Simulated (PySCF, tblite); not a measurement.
# C₃H₉AlO₂: geometry, infrared bands and NMR shifts

Aim: predict the infrared bands and NMR shifts of C₃H₉AlO₂ (`C[O+]([AlH3-])CC=O`).

Programs: tblite 0.8.0 and PySCF 2.14.0, with density-fitted response routines of our own. Each step states its level of theory. These are calculated values for one molecule in the gas phase, unless marked as measured. Atoms are numbered from 0 throughout.

### 1 Starting geometry

15 atoms, charge 0, multiplicity 1; geometry from: force field or distance geometry start.

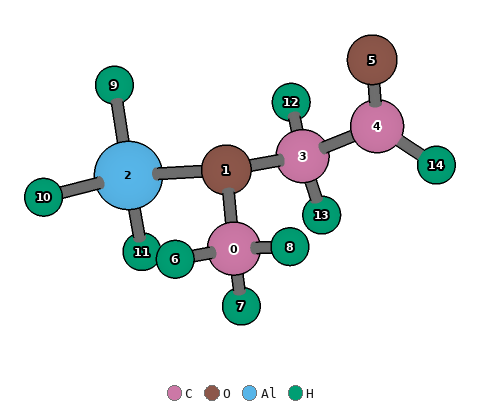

The starting geometry (carbon pink, oxygen brown, aluminium blue, hydrogen teal), atoms numbered.

### 2 Optimising the geometry with GFN2-xTB

The job: settings as JSON, then the geometry in Å.

```
{"job": {"kind": "relax", "xc": "GFN2-xTB", "basis": "xTB"}, "charge": 0, "multiplicity": 1}
C     -0.996400    -0.912100    -0.501100
O     -0.123200    -0.258700     0.395500
Al    -1.044800     1.120000     1.259000
C      0.992300     0.285900    -0.314300
C      1.959400    -0.805900    -0.682900
O      2.483100    -1.493000     0.165900
H     -1.860700    -1.356000     0.046200
H     -1.394300    -0.215600    -1.279500
H     -0.494100    -1.764100    -1.003800
H     -0.115700     1.809700     2.350800
H     -2.353100     0.530000     1.975600
H     -1.500200     2.209100     0.175500
H      1.565800     0.985700     0.344800
H      0.686000     0.841200    -1.220100
H      2.191400    -0.968100    -1.733600
```

The run is started by

```console
> OMP_NUM_THREADS=1 python probes_run.py task.json out
```

The driver reads the jobs from task.json and runs them one after another.

What it wrote:

```text
step      E/eV     max force
  0    -549.08924    2.655
  1    -549.24426    2.447
  2    -549.42799    1.059
  3    -549.51199    0.673
  4    -549.56375    0.435
  5    -549.58282    0.316
  6    -549.60245    0.365
  7    -549.61556    0.335
  8    -549.62634    0.281
  9    -549.63447    0.248
 10    -549.64395    0.238
 11    -549.65369    0.239
 12    -549.66242    0.254
 13    -549.66936    0.237
 14    -549.67527    0.151
 15    -549.67992    0.162
 16    -549.68427    0.221
 17    -549.68936    0.232
 18    -549.69558    0.193
 19    -549.70347    0.226
 20    -549.71179    0.258
 21    -549.71819    0.217
 22    -549.72311    0.231
 23    -549.72757    0.192
 24    -549.73279    0.189
 25    -549.73987    0.270
 26    -549.75059    0.422
 27    -549.76606    0.472
 28    -549.78570    0.427
 29    -549.75747    2.193
 30    -549.81558    0.308
 31    -549.82729    0.286
 32    -549.85217    1.018
 33    -549.87301    0.266
 34    -549.88766    0.279
 35    -549.90781    0.661
 36    -549.91947    0.235
 37    -549.92447    0.192
 38    -549.93142    0.225
 39    -549.93458    0.188
 40    -549.93911    0.149
 41    -549.94168    0.165
 42    -549.94422    0.153
 43    -549.94653    0.130
 44    -549.94941    0.144
 45    -549.95224    0.115
 46    -549.95421    0.087
 47    -549.95546    0.157
 48    -549.95680    0.116
 49    -549.95912    0.116
 50    -549.96160    0.134
 51    -549.96396    0.101
 52    -549.96549    0.080
 53    -549.96645    0.075
 54    -549.96704    0.065
 55    -549.96735    0.050
 56    -549.96753    0.036
 57    -549.96770    0.030
 58    -549.96791    0.031
 59    -549.96812    0.031
 60    -549.96829    0.028
 61    -549.96845    0.042
 62    -549.96868    0.054
 63    -549.96906    0.070
 64    -549.96966    0.079
 65    -549.97047    0.069
 66    -549.97150    0.076
 67    -549.97274    0.114
 68    -549.97413    0.127
 69    -549.97548    0.138
 70    -549.97650    0.122
 71    -549.97742    0.089
 72    -549.97890    0.114
 73    -549.98133    0.194
 74    -549.98449    0.238
 75    -549.98810    0.224
 76    -549.99220    0.121
 77    -549.99460    0.125
 78    -549.99614    0.221
 79    -549.99744    0.123
 80    -549.99805    0.104
 81    -549.99941    0.115
 82    -549.99999    0.048
 83    -550.00041    0.045
 84    -550.00069    0.044
 85    -550.00106    0.045
 86    -550.00144    0.050
 87    -550.00181    0.058
 88    -550.00215    0.054
 89    -550.00255    0.063
 90    -550.00302    0.061
 91    -550.00342    0.038
 92    -550.00365    0.036
 93    -550.00381    0.026
 94    -550.00395    0.028
 95    -550.00410    0.028
 96    -550.00422    0.027
 97    -550.00435    0.027
 98    -550.00452    0.033
 99    -550.00477    0.036
100    -550.00505    0.041
101    -550.00527    0.045
102    -550.00545    0.049
103    -550.00561    0.045
104    -550.00577    0.029
105    -550.00588    0.028
106    -550.00594    0.022
107    -550.00599    0.016
108    -550.00604    0.018
109    -550.00610    0.025
110    -550.00617    0.025
111    -550.00624    0.023
112    -550.00630    0.015
113    -550.00634    0.014
114    -550.00636    0.006
```

Run time: 1 s. Hardware: 1 thread of Arm Neoverse N1, shared host; peak memory 0.18 GiB.

The steps of the relaxation: (not every step is listed)

| step | energy from step 0 (eV) | largest force (eV/Å) |
| --- | --- | --- |
| 0 | 0.0000 | 2.6552 |
| 1 | -0.1550 | 2.4468 |
| 2 | -0.3388 | 1.0591 |
| 3 | -0.4227 | 0.6732 |
| 4 | -0.4745 | 0.4346 |
| 5 | -0.4936 | 0.3163 |
| 6 | -0.5132 | 0.3654 |
| 7 | -0.5263 | 0.3351 |
| 8 | -0.5371 | 0.2811 |
| 18 | -0.6063 | 0.1925 |
| 28 | -0.6965 | 0.4269 |
| 38 | -0.8422 | 0.2247 |
| 48 | -0.8676 | 0.1158 |
| 58 | -0.8787 | 0.0315 |
| 68 | -0.8849 | 0.1274 |
| 78 | -0.9069 | 0.2209 |
| 88 | -0.9129 | 0.0540 |
| 98 | -0.9153 | 0.0332 |
| 108 | -0.9168 | 0.0181 |
| 109 | -0.9169 | 0.0246 |
| 110 | -0.9169 | 0.0248 |
| 111 | -0.9170 | 0.0230 |
| 112 | -0.9171 | 0.0146 |
| 113 | -0.9171 | 0.0137 |
| 114 | -0.9171 | 0.0064 |

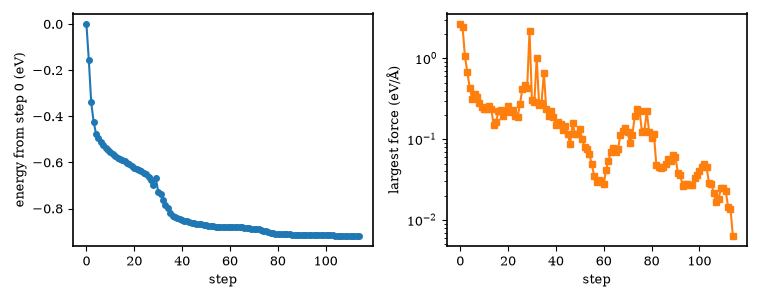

Energy and largest force along the relaxation.

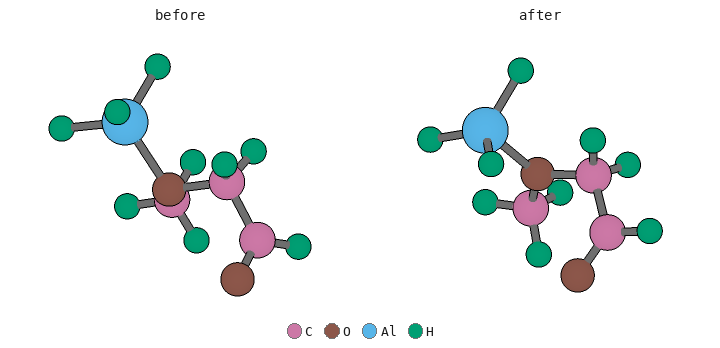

The geometry before (left) and after (right).

Close pairs (by a distance rule), those that changed most:

| bond | before (Å) | after (Å) | change (Å) |
| --- | --- | --- | --- |
| Al2–H10 | 1.604 | 1.570 | -0.034 |
| C0–H6 | 1.115 | 1.089 | -0.026 |
| O1–C3 | 1.430 | 1.405 | -0.025 |
| C0–H7 | 1.118 | 1.094 | -0.024 |
| C3–H12 | 1.119 | 1.099 | -0.021 |
| C4–H14 | 1.088 | 1.107 | +0.019 |
| C0–H8 | 1.109 | 1.091 | -0.019 |
| C4–O5 | 1.211 | 1.194 | -0.017 |

The end geometry stands in the next job.

### 3 Infrared spectrum with GFN2-xTB

The job: settings as JSON, then the geometry in Å.

```
{"job": {"kind": "ir", "xc": "GFN2-xTB", "basis": "xTB"}, "charge": 0, "multiplicity": 1}
C     -1.129786    -1.075944    -0.579453
O     -0.474126     0.055064    -0.037743
Al    -0.800399     1.131880     1.466861
C      0.729044     0.424358    -0.661971
C      1.871594    -0.519300    -0.380524
O      1.779617    -1.552987     0.210514
H     -2.025146    -1.214323     0.024512
H     -1.410556    -0.890507    -1.620578
H     -0.501684    -1.965237    -0.510827
H      0.527390     0.879172     2.276686
H     -2.142876     0.435335     1.887523
H     -0.837680     2.511690     0.683218
H      0.980611     1.408328    -0.243006
H      0.596339     0.535401    -1.747453
H      2.833244    -0.154941    -0.789672
```

What it wrote:

```text
mode    cm-1     km/mol
  1      57.9      4.86
  2     132.0      7.72
  3     146.4      2.61
  4     171.4      8.42
  5     198.3      1.01
  6     221.0      1.30
  7     284.3      1.67
  8     304.4      0.41
  9     432.9      5.75
 10     485.5     15.61
 11     511.6     16.88
 12     695.5     26.51
 13     748.9     35.79
 14     773.1    263.16
 15     779.0    400.52
 16     794.2    643.91
 17     885.6      6.13
 18     976.0     24.15
 19    1006.4      2.78
 20    1103.4     13.10
 21    1135.4      4.78
 22    1148.3     41.36
 23    1226.0      5.77
 24    1285.1     13.90
 25    1346.7     18.51
 26    1375.3     26.96
 27    1395.1     11.56
 28    1450.8     10.43
 29    1463.1     10.34
 30    1596.7    328.83
 31    1651.8    179.62
 32    1671.3    346.62
 33    1801.5    258.39
 34    2778.0     93.81
 35    2888.1     12.28
 36    2897.7     11.45
 37    2958.4     24.75
 38    3001.4      5.92
 39    3027.6      0.13
```

It took 0.63 s on 1 thread of Arm Neoverse N1, shared host; peak memory 0.18 GiB.

Which atoms move in the most intense modes:

| cm⁻¹ | km/mol | atoms |
| --- | --- | --- |
| 773 | 263.2 | H10 57 %, H9 17 %, H11 17 % |
| 779 | 400.5 | H9 44 %, H11 40 % |
| 794 | 643.9 | H11 37 %, H9 29 %, H10 22 % |
| 1597 | 328.8 | H11 92 % |
| 1652 | 179.6 | H9 91 % |
| 1671 | 346.6 | H10 95 % |
| 1802 | 258.4 | C4 59 %, O5 40 % |
| 2778 | 93.8 | H14 94 % |

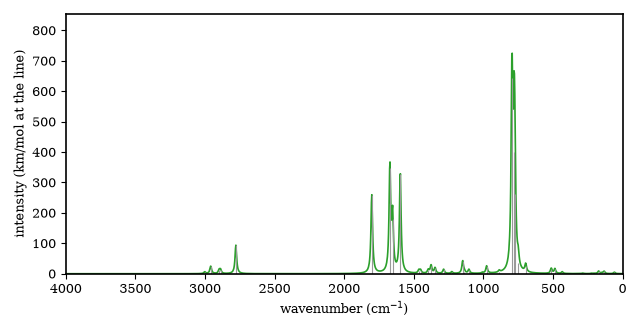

The infrared spectrum from these modes, unscaled. Lines are broadened to a width of 14 cm⁻¹ (Lorentzian).

### 4 NMR shieldings: PBE0/pcSseg-1

Settings changed since step 3:

```diff
@@ -1,2 +1,2 @@
-{"job": {"kind": "ir", "xc": "GFN2-xTB", "basis": "xTB"}, "charge": 0, "multiplicity": 1}
+{"job": {"kind": "nmr", "xc": "PBE0", "basis": "pcSseg-1"}, "charge": 0, "multiplicity": 1}
 C     -1.129786    -1.075944    -0.579453
```

Method: GIAO PBE0/pcSseg-1 NMR shielding, non-relativistic, gas phase.

What it wrote:

```text
coarse grid: 12640 points
cycle   1  E = -511.9087437731  dE =  7.002e-01  |g| = 8.245e-01  |ddm| = 3.239e+00
cycle   2  E = -511.4669435393  dE =  4.418e-01  |g| = 1.722e+00  |ddm| = 2.162e+00
cycle   3  E = -512.0421192723  dE = -5.752e-01  |g| = 1.164e-01  |ddm| = 1.675e+00
cycle   4  E = -512.0435721938  dE = -1.453e-03  |g| = 8.681e-02  |ddm| = 1.304e-01
cycle   5  E = -512.0448307665  dE = -1.259e-03  |g| = 1.303e-02  |ddm| = 5.983e-02
cycle   6  E = -512.0448613848  dE = -3.062e-05  |g| = 2.822e-03  |ddm| = 9.952e-03
cycle   7  E = -512.0448629073  dE = -1.523e-06  |g| = 8.847e-04  |ddm| = 3.487e-03
final grid: 116280 points
cycle   8  E = -512.1004595842  dE = -1.221e-05  |g| = 1.393e-02  |ddm| = 2.157e-02
cycle   9  E = -512.1003816429  dE =  7.794e-05  |g| = 2.500e-02  |ddm| = 2.181e-02
cycle  10  E = -512.1004932019  dE = -1.116e-04  |g| = 2.864e-03  |ddm| = 1.603e-02
cycle  11  E = -512.1004947359  dE = -1.534e-06  |g| = 3.574e-04  |ddm| = 2.001e-03
cycle  12  E = -512.1004947580  dE = -2.207e-08  |g| = 1.227e-04  |ddm| = 3.727e-04
cycle  13  E = -512.1004947610  dE = -3.074e-09  |g| = 2.142e-05  |ddm| = 1.063e-04
cycle  14  E = -512.1004947611  dE = -9.913e-11  |g| = 4.634e-06  |ddm| = 2.484e-05
converged SCF energy = -512.1004947611

GIAO shielding tensors (ppm)
atom      isotropic    diamagn.    paramagn.     s11        s22        s33       span
  0 C      124.773     246.338    -121.565     90.861     97.907    185.552     94.691
  1 O      328.754     402.066     -73.311    296.862    310.834    378.566     81.704
  2 Al     402.469     796.484    -394.015    367.680    400.935    438.791     71.111
  3 C      105.731     251.632    -145.901     73.075     95.033    149.085     76.009
  4 C      -12.448     248.417    -260.866   -108.108    -19.546     90.309    198.417
  5 O     -356.409     401.368    -757.777  -1006.697   -460.928    398.399   1405.095
  6 H       27.146      29.838      -2.692     23.102     25.570     32.766      9.665
  7 H       28.340      29.825      -1.485     24.556     25.986     34.478      9.922
  8 H       27.148      30.339      -3.191     22.371     26.551     32.522     10.151
  9 H       27.559      30.844      -3.286     24.347     26.963     31.366      7.019
 10 H       27.516      30.895      -3.379     24.102     26.674     31.773      7.671
 11 H       27.374      30.550      -3.176     24.015     26.530     31.575      7.560
 12 H       26.229      31.076      -4.848     21.465     26.320     30.901      9.436
 13 H       27.621      31.014      -3.393     24.314     25.990     32.560      8.246
 14 H       21.986      26.755      -4.769     20.278     20.759     24.921      4.643
```

It took 32 s on 1 thread of Arm Neoverse N1, shared host; peak memory 0.73 GiB.

Shifts follow as δ = σ(reference) − σ, with reference shieldings (ppm) from runs at the same level and on the same kind of geometry: 1H TMS 31.72, 13C TMS 186.9, 17O H2O 336.1, 27Al AlH4- 490.0. The references are single molecules in the gas phase, so shifts against H2O, NH3, PH3, H3PO4 or CFCl3 are not on the usual liquid scales and can be off by tens of ppm. Shifts against hydride references such as AlH4− lie on their own scale. Atoms listed in one row are averaged.

| atoms | environment | σ (ppm) | δ (ppm) |
| --- | --- | --- | --- |
| C4 | aldehyde carbonyl carbon | -12.4 | 199.4 |
| C3 | sp3 CH2 bonded to O, α to a carbonyl | 105.7 | 81.2 |
| C0 | methyl carbon bonded to O | 124.8 | 62.2 |
| H14 | hydrogen on an aldehyde carbonyl carbon | 21.99 | 9.73 |
| H12, H13 | hydrogen on an sp3 CH2 bonded to O, α to a carbonyl | 26.92 | 4.79 |
| H9, H10, H11 | hydrogen on an aluminium bonded to O | 27.48 | 4.23 |
| H6, H7, H8 | hydrogen on a methyl carbon bonded to O | 27.54 | 4.17 |
| O5 | aldehyde oxygen | -356.4 | 692.5 |
| O1 | donor oxygen of a Lewis adduct | 328.8 | 7.3 |
| Al2 | aluminium bonded to O, 3 H | 402.5 | 87.5 |

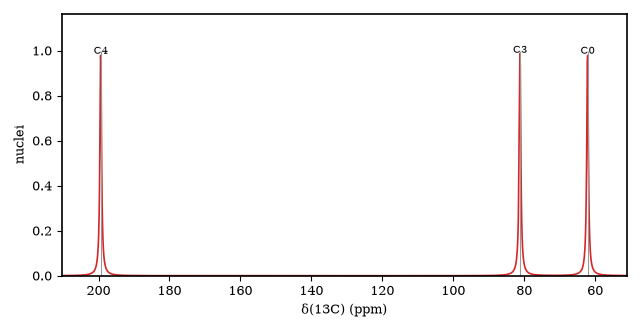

13C lines at the computed shifts, without couplings. Lines are broadened to a width of 0.55 ppm (Lorentzian).

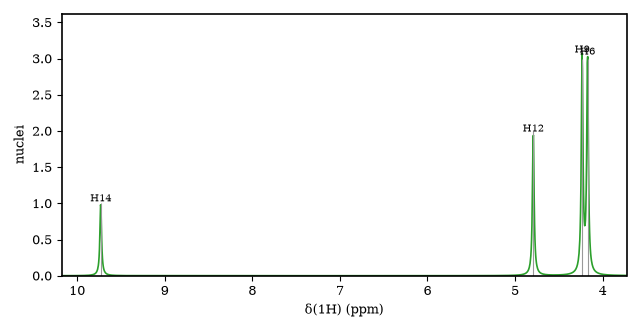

1H lines at the computed shifts, without couplings. Lines are broadened to a width of 0.02 ppm (Lorentzian).

The run also stored atomic charges by several schemes (e):

| atoms | Mulliken | IAO | Hirshfeld | ESP fit |
| --- | --- | --- | --- | --- |
| C0 | -0.01 | -0.21 | -0.01 | -0.38 |
| O1 | -0.63 | -0.31 | -0.03 | -0.08 |
| Al2 | 0.73 | 0.49 | 0.30 | 0.74 |
| C3 | 0.02 | -0.11 | 0.02 | -0.10 |
| C4 | 0.24 | 0.26 | 0.15 | 0.45 |
| O5 | -0.33 | -0.36 | -0.19 | -0.43 |

Hirshfeld charges:

C0 -0.01; O1 -0.03; Al2 0.30; C3 0.02; C4 0.15; O5 -0.19; H6 0.07; H7 0.06; H8 0.05; H9 -0.20; H10 -0.20; H11 -0.21; H12 0.07; H13 0.07; H14 0.06

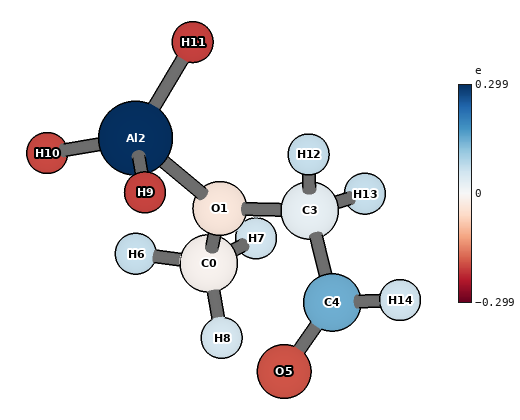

Hirshfeld charges, as colours on the atoms.

Mayer bond orders: C0–O1 0.82, O1–Al2 0.29, O1–C3 0.82, C3–C4 0.96, C4–O5 2.04.

### 5 Outcome

```
                                                              quantity                       value
                             strongest single infrared mode (GFN2-xTB)        794 cm⁻¹, 644 km/mol
                                          zero-point energy (GFN2-xTB)               66.9 kcal/mol
                                13C shifts against TMS (PBE0/pcSseg-1)       199.4, 81.2, 62.2 ppm
1H shifts against TMS (PBE0/pcSseg-1, means over atoms taken as alike)  9.73, 4.79, 4.23, 4.17 ppm
                                17O shifts against H2O (PBE0/pcSseg-1)              692.5, 7.3 ppm
                             27Al shifts against AlH4- (PBE0/pcSseg-1)                    87.5 ppm
```

**Reading.** The optimisation took 114 steps and gained 0.917 eV; among the close pairs (by a distance rule), Al2–H10 changed most, from 1.604 to 1.570 Å. No mode is imaginary among the 39: a minimum at this level. The strongest single mode, at 794 cm⁻¹, is spread over several atoms, H11, H9, H10 among them. GFN2-xTB is a fitted tight-binding method: band positions and strengths are rough. Its intensities can rank the bands wrongly. C4 (aldehyde carbonyl carbon) lies farthest downfield among carbon, at 199.4 ppm; the double bond to the heteroatom, with no lone-pair donor beside it, deshields it most. The most deshielded hydrogen is H14 (hydrogen on an aldehyde carbonyl carbon), at 9.73 ppm: deshielded by the polar, anisotropic C=O bond. At PBE0/pcSseg-1: Shielding is most anisotropic at O5 (span 1405 ppm, paramagnetic term -758 ppm).
